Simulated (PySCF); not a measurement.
**C4H8S, SMILES `C[CH]1S[CH]1C`: what the electrons do**

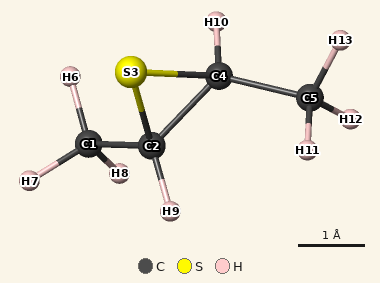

The molecule, with its atoms numbered as below. No frequency check shows the geometry to be a minimum.

Cartesian coordinates (Å):

```
C1      -1.9415   -0.7913   -0.0976
C2      -0.6006   -0.3691    0.4355
S3       0.0009    1.2850    0.0000
C4       0.5999   -0.3695   -0.4355
C5       1.9404   -0.7927    0.0976
H6      -2.0584   -0.4726   -1.1310
H7      -2.7428   -0.3524    0.4930
H8      -2.0302   -1.8764   -0.0506
H9      -0.4366   -0.6085    1.4822
H10      0.4358   -0.6086   -1.4822
H11      2.0576   -0.4743    1.1311
H12      2.0284   -1.8779    0.0504
H13      2.7421   -0.3543   -0.4930
```

Part 1: Bonding charge

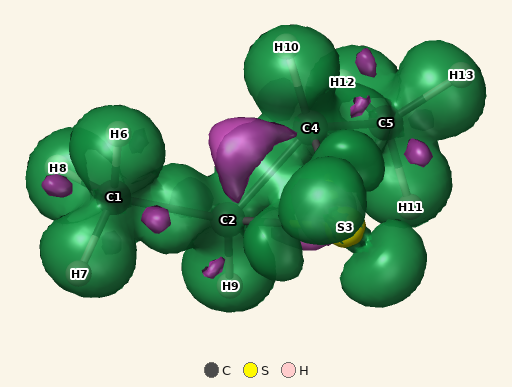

Deformation density (molecule less spherical, spin-averaged free atoms at the same positions), surfaces at ±0.09 e/Å³; green: gain, purple: loss.

Computed with PySCF, HF/aug-cc-pVDZ, geometry: GFN2-xTB.

**How much density has each bond gained at its critical point, relative to the free atoms?**

C2–H9 and C4–H10: +0.73 e/Å³ at the bond critical point (bond length 1.09 Å). C5–H11 and C1–H6: +0.68 e/Å³ at the bond critical point (bond length 1.09 Å). C1–H7 and C5–H13: +0.68 e/Å³ at the bond critical point (bond length 1.09 Å). C1–H8 and C5–H12: +0.66 e/Å³ at the bond critical point (bond length 1.09 Å). C4–C5 and C1–C2: +0.58 e/Å³ at the bond critical point (bond length 1.50 Å). C2–C4: +0.57 e/Å³ at the bond critical point (bond length 1.48 Å). S3–C4 and C2–S3: +0.18 e/Å³ at the bond critical point (bond length 1.81 Å). In all, 3.1 electrons gather in the regions of gain relative to the promolecule.

**Where do the Hirshfeld charges lie?**

The highest Hirshfeld charge is on H9 and H10 (+0.06 e), the lowest on C1 and C5 (−0.09 e).

| atom | charge (e) |
| --- | --- |
| C1 | −0.09 |
| C2 | −0.06 |
| S3 | −0.08 |
| C4 | −0.06 |
| C5 | −0.09 |
| H6 | +0.04 |
| H7 | +0.04 |
| H8 | +0.04 |
| H9 | +0.06 |
| H10 | +0.06 |
| H11 | +0.04 |
| H12 | +0.04 |
| H13 | +0.04 |

Part 2: Bond critical points

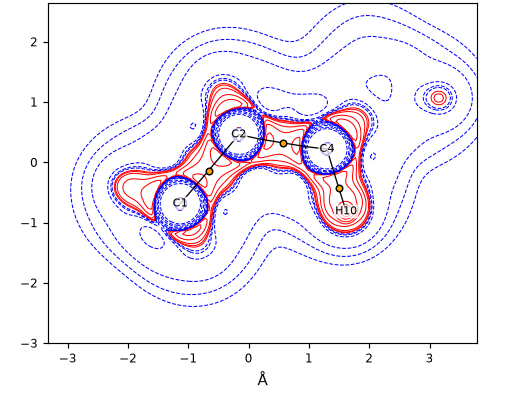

Negative Laplacian of the density (−∇²ρ) in the plane of C1, C2, C4 and H10 (solid red lines positive, dashed blue lines negative, contours at ±0.02 to ±8 a.u.), with bond paths and bond critical points (dots).

**Sort the bonds in the plane by the sign of ∇²ρ at their critical points.**

Concentrated (∇²ρ < 0): C4–H10 (−1.11 a.u.); C2–C4 (−0.63 a.u.); C1–C2 (−0.66 a.u.). At none is it depleted.

**Where along C4–H10 does the critical point lie?**

0.68 Å from C4 and 0.41 Å from H10.

Part 3: Local ionisation energy

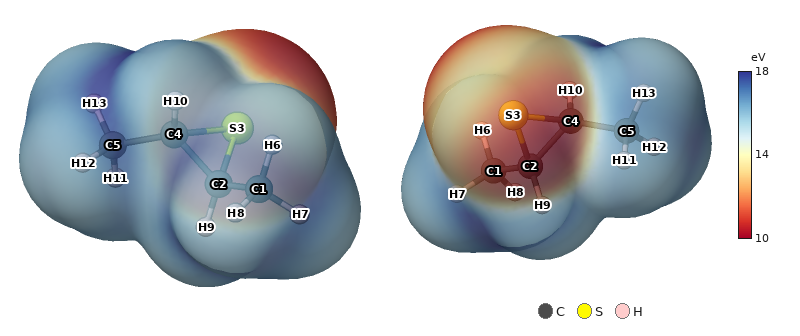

Average local ionisation energy on the surface of electron density 0.001 a.u. (back view left, front view right).

**Where are the most loosely bound electrons on this surface?**

The lowest value is 10.3 eV, near S3 (2.35 Å) and H11 (2.47 Å), and at like points elsewhere. Further minima include 15.4 eV, 1.3 Å from H12, and at like points elsewhere. For comparison, the highest occupied orbital lies at −9.2 eV.

Part 4: Stretching a bond

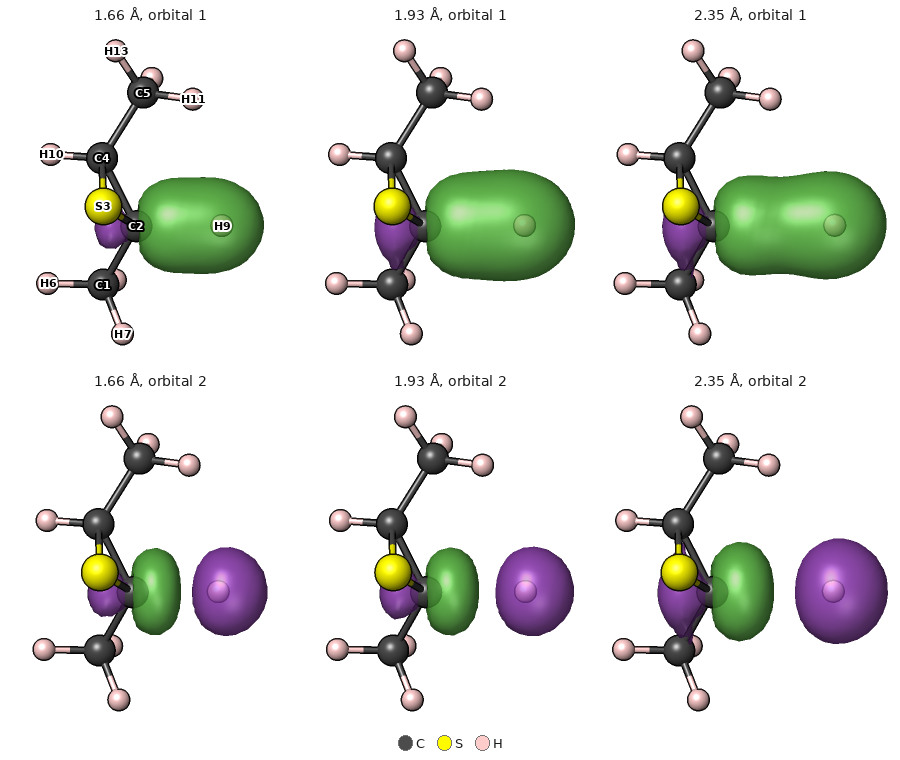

Rigid stretch of the C2–H9 bond. The two CASSCF(2,2) natural orbitals nearest half filling (orbital 1 the more occupied).

Computed with PySCF, 6-31G* basis, geometry: GFN2-xTB.

**How do the occupations change along the stretch?**

1.66 Å: 1.90 and 0.10; 1.93 Å: 1.82 and 0.18; 2.35 Å: 1.60 and 0.40. At the longest distance computed (3.00 Å) they are 1.27 and 0.73, and the effective number of unpaired electrons is 1.7.

**Where does the UHF solution part from RHF?**

Between 1.44 Å (⟨S²⟩ = 0, the two coincide) and 1.66 Å (⟨S²⟩ = 0.07); at 3.00 Å ⟨S²⟩ is 1.00 and UHF lies 3.5 eV below RHF.

**How much energy does the stretch cost?**

By CASSCF, 4.3 eV from the lowest point of the scan (1.07 Å) to 3.00 Å; RHF gives 7.3 eV from its own lowest point. The fragments aren't relaxed and dynamic correlation is missing, so this isn't a bond dissociation energy.

The PySCF runs shown took 3.5 s and 3.2 min on 1 thread of Intel(R) Xeon(R) Platinum 8488C (Sapphire Rapids), with other jobs on the host.
